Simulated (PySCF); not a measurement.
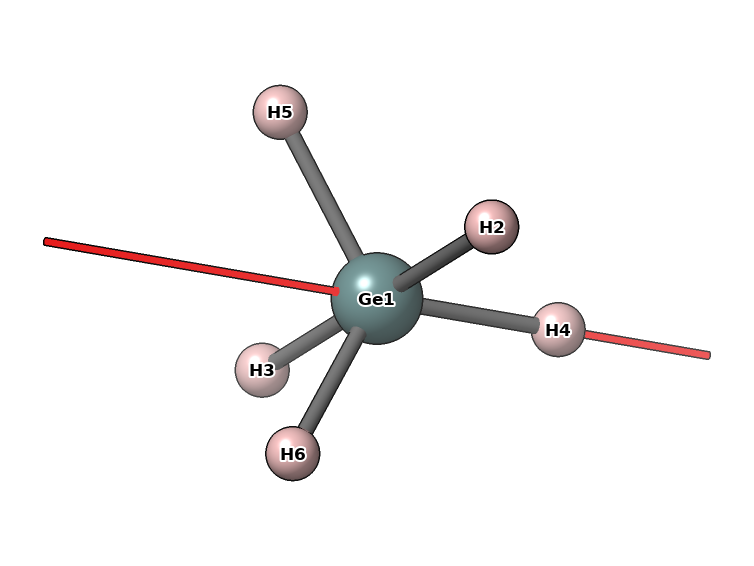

A line through the centre of mass is drawn in. Distant atoms are faded towards the background colour. State: charge −1, singlet. The computed structure is the end point of a PBE0-D3(BJ)/def2-SVP optimisation. No frequency run is at hand to confirm it as a minimum.

Question: Is the line a proper rotation axis of the structure, and of what order?

Answer: Yes, a C2 axis. A turn by 180° leaves Ge1, H4 in place and moves H2 ↔ H3; H5 ↔ H6. The point group is D3h.
